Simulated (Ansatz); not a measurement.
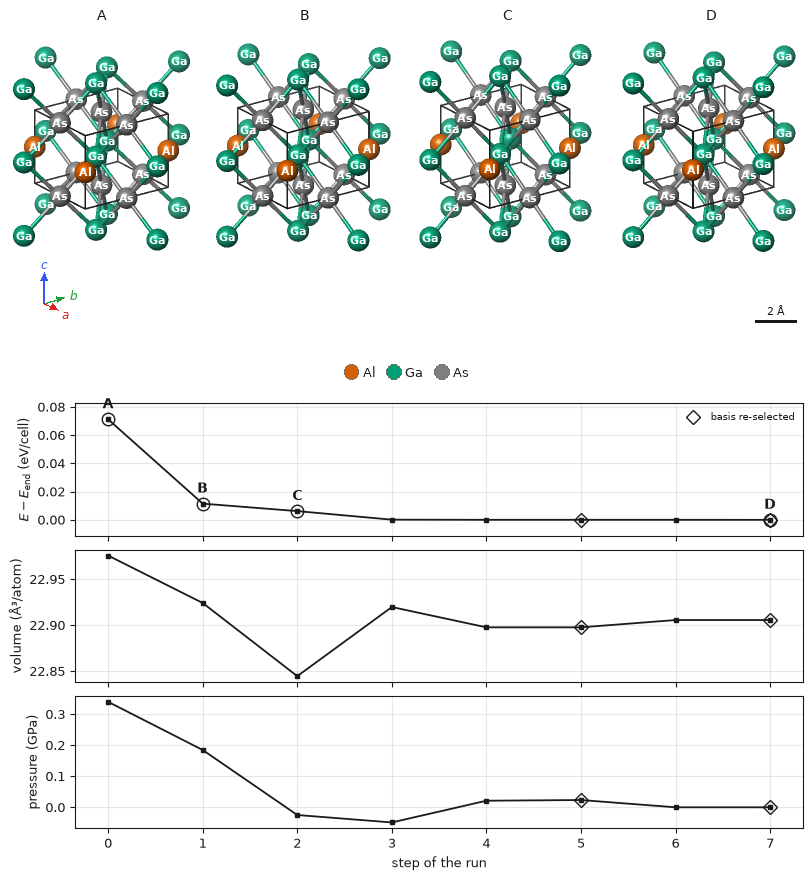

Frames of a relaxation of a crystal of AlGa2As3 (a generated structure, set up in P6/mmm), marked on the history of the run. The picture is a ball-and-stick view of the cell of the calculation, seen slightly off an axis.

All numbers below come from DFT PBE, scalar-relativistic, plane waves, PAW in Ansatz 0.2.0.

The input:
```yaml
crystal:
  lattice:
    - [6.5913598399, 0.0, 0.0]
    - [-3.29567992, 5.7082850668, 0.0]
    - [0.0, 0.0, 3.6638720548]
  atoms:
    - { symbol: Al, position: [0.0, 0.0, 0.5] }
    - { symbol: Ga, position: [0.3333333333, 0.6666666667, 0.5] }
    - { symbol: Ga, position: [0.6666666667, 0.3333333333, 0.5] }
    - { symbol: As, position: [0.0, 0.5, 0.0] }
    - { symbol: As, position: [0.5, 0.0, 0.0] }
    - { symbol: As, position: [0.5, 0.5, 0.0] }
basis:
  ecutwfc: 420
kpoints:
  mp_grid: { grid: [6, 6, 10] }
hamiltonian:
  xc: pbe
scf:
  occupations: { method: gaussian, width: 0.1 }
output:
  forces: true
  stress: true
  eigenvalues: true
  write_density: true
  write_potential: true
  elf: true
  volumetric_format: npy
relax:
  adjacent_minimum: "off"
  f_tol: 0.01
  max_steps: 80
  cell: { stress_tol: 0.05 }
```

Run as
```bash
ansatz run input.yaml --threads 1 --pin off --max-ram 2560MiB --backend cpu --events-out ev --progress --plain --runs-dir out
```

What happens along the run?

Over 5 accepted moves (7 points after the start) the energy falls by 71.2 meV per cell of the calculation. All forces vanish by symmetry, so only the cell relaxes. Pressure: 0.34 GPa at the start and 0.00 GPa at the end. The SCF was repeated twice at an unchanged geometry on a basis and grid sized afresh for the cell, which shifted the energy by less than 0.05 meV per cell of the calculation at most. No atom moves by more than 0.005 Å relative to the cell. Cell: a = b 6.591 → 6.428 Å (−2.5 %), c 3.664 → 3.841 Å (+4.8 %). Volume −0.3 %. Some distances before and after: Ga2–As4 2.641 → 2.670 Å. Bond angles that change, for instance: Ga2–As6–Ga3 92.2° → 88.0°, Ga2–As6–Ga2 87.8° → 92.0°, As4–Ga2–As4 87.8° → 92.0°. The space group stays P6/mmm (No. 191). The run took 4.8 min on 1 thread of AMD EPYC (Zen 3), on a shared host, peak memory 0.57 GiB. From step 0 to 1: volume −0.2 %, energy −59.7 meV per cell of the calculation. From step 1 to 2: volume −0.3 %, energy −5.3 meV per cell of the calculation. From step 2 to 7: volume +0.3 %, energy −6.2 meV per cell of the calculation.

| step | E − E(0), meV/atom | pressure, GPa | volume, Å³/atom | note |
| --- | --- | --- | --- | --- |
| 0 | 0.00 | 0.34 | 22.976 |  |
| 1 | -9.96 | 0.18 | 22.924 |  |
| 2 | -10.84 | -0.02 | 22.845 |  |
| 3 | -11.85 | -0.05 | 22.920 |  |
| 4 | -11.87 | 0.02 | 22.898 |  |
| 5 | -11.87 | 0.02 | 22.898 | same geometry, new basis |
| 6 | -11.87 | 0.00 | 22.906 |  |
| 7 | -11.87 | 0.00 | 22.906 | same geometry, new basis |
